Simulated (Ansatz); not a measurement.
A series of calculations on BH$_{3}$OCl$_{2}$

## 1. Relaxation

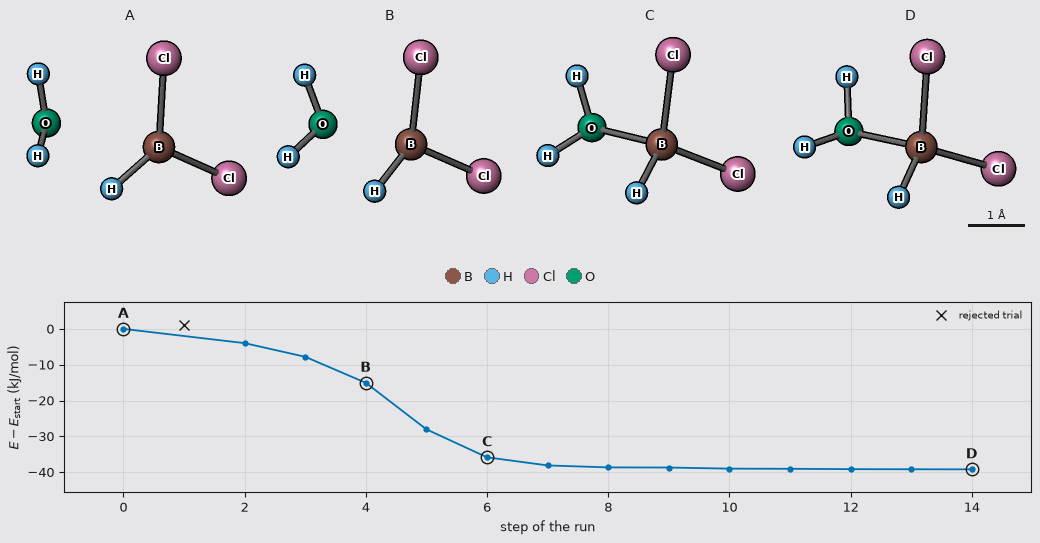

Frames of a relaxation of BH3OCl2, marked on the history of the run. The picture is a ball-and-stick view, seen at a tilt.

The run prepares an end point of a later path (reaction) calculation, from a guessed geometry.

Theory: RKS PBE-D4/def2-SVP in Ansatz 0.2.0.

Input file:
```yaml
crystal:
  periodic: [false, false, false]
  atoms:
    - { symbol: B, position_ang: [0.070182, 0.283872, -0.083032] }
    - { symbol: H, position_ang: [0.020026, 0.352749, 1.113697] }
    - { symbol: Cl, position_ang: [1.587051, 0.524997, -0.917653] }
    - { symbol: Cl, position_ang: [-1.447176, 0.188426, -0.981341] }
    - { symbol: O, position_ang: [0.162039, -2.182291, 0.742643] }
    - { symbol: H, position_ang: [-0.726908, -2.368053, 0.382159] }
    - { symbol: H, position_ang: [-0.030814, -1.487201, 1.422728] }
basis:
  gaussian: { orbitals: def2-SVP }
hamiltonian:
  xc: pbe
  dispersion: d4
relax:
  f_tol: 0.03
  max_steps: 50
```

Run as
```bash
ansatz run input.yaml --threads 2 --pin off --max-ram 3072MiB --backend cpu --events-out ev --progress --plain --runs-dir out
```

### Describe the path.

O5 moves most after the best rigid fit: 0.55 Å. By element the largest moves are O 0.55 Å, H 0.52 Å, B 0.37 Å, Cl 0.33 Å. Among the contacts that change: B1–O5 2.602 → 1.697 Å, B1–Cl4 1.766 → 1.847 Å, B1–Cl3 1.748 → 1.804 Å, B1–H2 1.200 → 1.217 Å. New bonds form, among them: B1–O5 (2.60 → 1.70 Å). Bond angles that change, for instance: Cl3–B1–Cl4 120.7° → 115.2°, H2–B1–Cl4 118.3° → 114.2°, H2–B1–Cl3 120.3° → 116.4°. After 13 accepted moves (14 points after the start) the energy has fallen by 39.2 kJ/mol. Largest force component: 0.6 eV/Å at the start, 0.023 eV/Å at the end. The line search rejected the trial step at point 1 of the run. From step 0 to 4: O5 moves most (0.34 Å), energy −15.1 kJ/mol. From step 4 to 6: O and H atoms move most (0.24 Å), energy −20.8 kJ/mol. From step 6 to 14: H6 moves most (0.27 Å), energy −3.36 kJ/mol.

| step | E − E(0), kJ/mol | largest force component, eV/Å | note |
| --- | --- | --- | --- |
| 0 | 0.00 | 0.6043 |  |
| 1 | 1.12 | 2.0814 | rejected |
| 2 | -3.98 | 0.7449 |  |
| 3 | -7.79 | 0.8026 |  |
| 4 | -15.06 | 1.5539 |  |
| 5 | -28.05 | 1.6321 |  |
| 6 | -35.85 | 0.7283 |  |
| 7 | -38.12 | 0.1951 |  |
| 8 | -38.67 | 0.3003 |  |
| 9 | -38.71 | 0.3268 |  |
| 10 | -39.02 | 0.0630 |  |
| 11 | -39.06 | 0.1691 |  |
| 12 | -39.15 | 0.1371 |  |
| 13 | -39.19 | 0.0483 |  |
| 14 | -39.21 | 0.0232 |  |

## 2. Relaxation

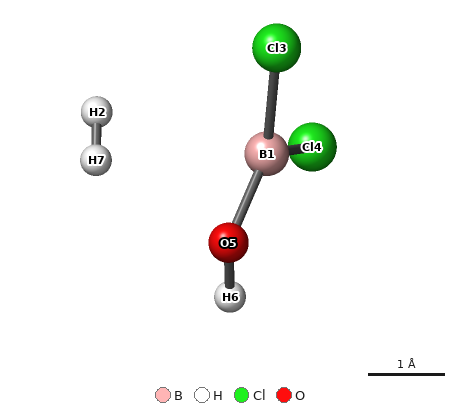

BH$_{3}$OCl$_{2}$, before the relaxation. A ball-and-stick model, seen at a tilt.

The run prepares an end point of a later path (reaction) calculation, from a guessed geometry.

Theory: RKS PBE-D4/def2-SVP (Ansatz 0.2.0).

Input file:
```yaml
crystal:
  periodic: [false, false, false]
  atoms:
    - { symbol: B, position_ang: [0.074866, -0.568984, -0.45948] }
    - { symbol: H, position_ang: [-0.029388, 0.128801, 1.834252] }
    - { symbol: Cl, position_ang: [1.54917, 0.337357, -0.76433] }
    - { symbol: Cl, position_ang: [-1.505523, 0.14482, -0.839366] }
    - { symbol: O, position_ang: [0.185313, -1.863413, 0.00293] }
    - { symbol: H, position_ang: [-0.693289, -2.278756, 0.089512] }
    - { symbol: H, position_ang: [0.053251, -0.587326, 1.815682] }
basis:
  gaussian: { orbitals: def2-SVP }
hamiltonian:
  xc: pbe
  dispersion: d4
relax:
  f_tol: 0.03
  max_steps: 50
```

Run as
```bash
ansatz run input.yaml --threads 2 --pin off --max-ram 3072MiB --backend cpu --events-out ev --progress --plain --runs-dir out
```

Question: What does the optimiser find from here?

Answer: The largest move after the best rigid fit is that of Cl3, 1.92 Å. Largest moves by element: Cl 1.92 Å, H 1.47 Å, O 0.66 Å, B 0.53 Å. Some distances before and after: H2–H7 0.721 → 0.771 Å, B1–O5 1.379 → 1.348 Å, B1–Cl4 1.775 → 1.783 Å. Over 36 accepted moves (43 points after the start) the energy falls by 5.99 kcal/mol. Largest force component: 1.9 eV/Å at the start, 0.0039 eV/Å at the end. The line search rejected the trial steps at points 8, 11, 14, 18, 25, 30, 41 of the run. The forces were under the threshold at step 7, but the run went on from there. Cost: 47 s on 2 threads of Arm Neoverse V2, on a shared host, peak memory 0.14 GiB.

Final geometry:

```xyz
7

B     0.3459   -0.4637   -0.9017
H    -1.0388   -0.6140    2.1478
Cl    1.1365   -0.4417   -2.4740
Cl   -0.8685    0.7817   -0.5107
O     0.6744   -1.4262   -0.0170
H     0.1799   -1.3446    0.8234
H    -0.7950   -1.1791    2.6115
```

After the run, drawn alike:

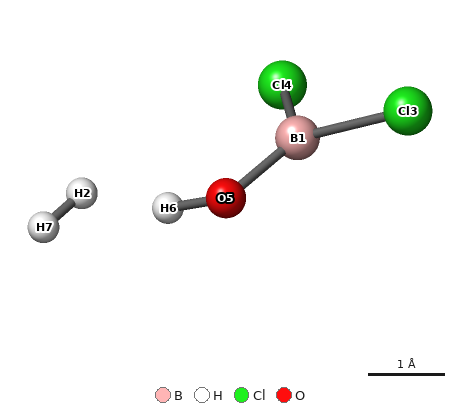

Limits of the set-up: the start holds two separate molecules, 2.2 Å apart at their closest, whose relative position is a soft coordinate.

## 3. Path

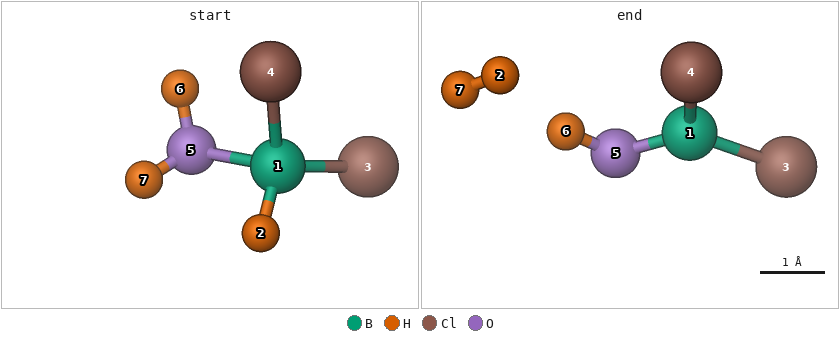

The two relaxed end points of a path for BH3OCl2. A ball-and-stick model, seen from a free direction.

The calculation used RKS PBE-D4/def2-SVP (Ansatz 0.2.0).

Run with 5 movable images; climbing image; force threshold 0.05 eV/Å; iteration limit 60.

Start:
```xyz
7

B     0.0837   -0.0309    0.1028
H     0.0600    0.5829    1.1534
Cl    1.5345    0.2195   -0.9397
Cl   -1.5322   -0.0609   -0.7920
O     0.1834   -1.6434    0.6229
H    -0.4600   -2.0915    0.0219
H    -0.2350   -1.6631    1.5100
```

End:
```xyz
7

B     0.5024   -0.2681   -0.7776
H    -1.3599   -0.9981    1.9127
Cl    1.5466    0.0656   -2.1546
Cl   -0.9608    0.7184   -0.5242
O     0.8294   -1.2683    0.0648
H     0.1854   -1.3663    0.7950
H    -1.1087   -1.5708    2.3630
```

Q: Predict the minimum-energy path and its barrier.

A: Forward barrier 0.90 eV, backward barrier 1.71 eV, with image 1 at the top; the reaction energy is −0.80 eV. Breaking: B1–H2 (1.22 → 1.38 at the top → 3.35 Å), O5–H7 (0.98 → 1.29 at the top → 3.02 Å). Forming: H2–H7 (2.29 → 1.05 at the top → 0.77 Å). The band converged in 24 iterations, with a climbing image at the top.

Energies of the converged images:

| image | path (Å) | E (eV) |
| --- | --- | --- |
| 0 | 0.00 | 0.000 |
| 1 | 1.11 | 0.904 |
| 2 | 2.15 | -0.591 |
| 3 | 3.19 | -0.755 |
| 4 | 4.23 | -0.763 |
| 5 | 5.26 | -0.779 |
| 6 | 6.30 | -0.801 |

The geometry at the top of the path:

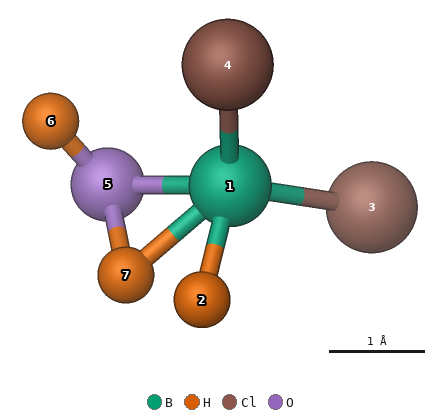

Cost: 120 s on 2 threads of Arm Neoverse V2 (shared host), peak memory 0.14 GiB.
